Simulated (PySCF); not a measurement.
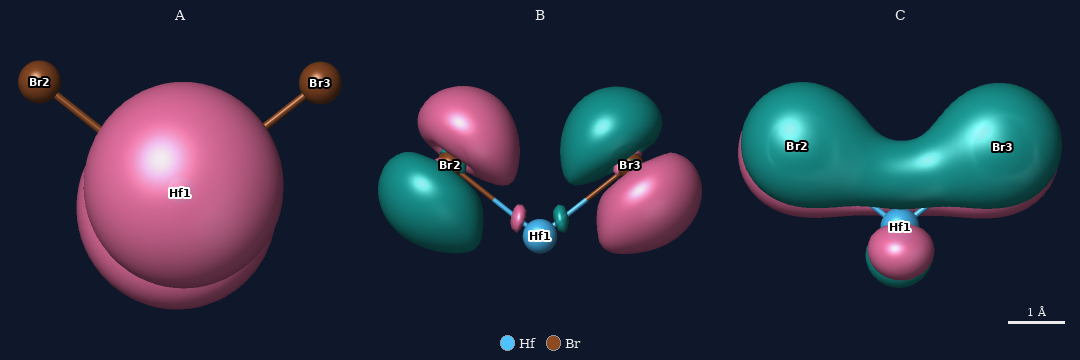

Figure 1: Br₂Hf (charge +2). Three frontier orbitals at ±0.1 Å⁻³ᐟ² (teal and pink are the two phases), in no order.

Core potentials replace the inner electrons of Hf.

The calculation used RKS PBE0, Hf def2-SVP with ECP60, Br def2-SVP; non-relativistic Hamiltonian with scalar-relativistic core potentials where named; density fitting (PySCF).

### Which picture is the HOMO−1, the HOMO and the LUMO?

C is the HOMO−1 (−20.09 eV). It lies mainly on Br2 (about 40 %), Br3 (about 40 %) and Hf1 (about 20 %); it changes sign across the molecular plane (π type); π-antibonding (a node) across Hf1–Br2 and Hf1–Br3. B is the HOMO (−19.26 eV). Its weight (Hirshfeld) is mainly on Br2 (about 45 %) and Br3 (about 45 %); it is symmetric in the molecular plane (an in-plane orbital: σ, lone-pair or in-plane π type); largely a combination of lone pairs on Br2 and Br3. A is the LUMO (−15.00 eV). Its weight (Hirshfeld) is mainly on Hf1 (about 95 %).

### What is the HOMO–LUMO gap?

4.26 eV between the orbital energies.
